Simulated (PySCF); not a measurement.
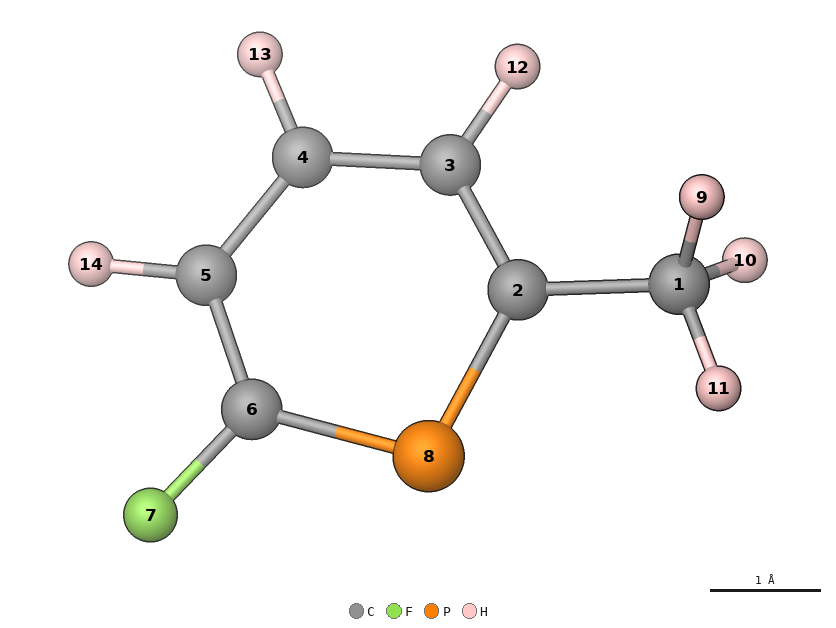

Orthographic view. Distant atoms are faded towards the background colour. The geometry was computed by an optimisation with PBE0-D3(BJ)/def2-SVP. No frequency run is at hand to confirm it as a minimum.

Write the connection table.

C1: C2, H9, H10, H11
C2: C1, C3, P8
C3: C2, C4, H12
C4: C3, C5, H13
C5: C4, C6, H14
C6: C5, F7, P8
F7: C6
P8: C2, C6
(terminal hydrogens appear only as neighbours)
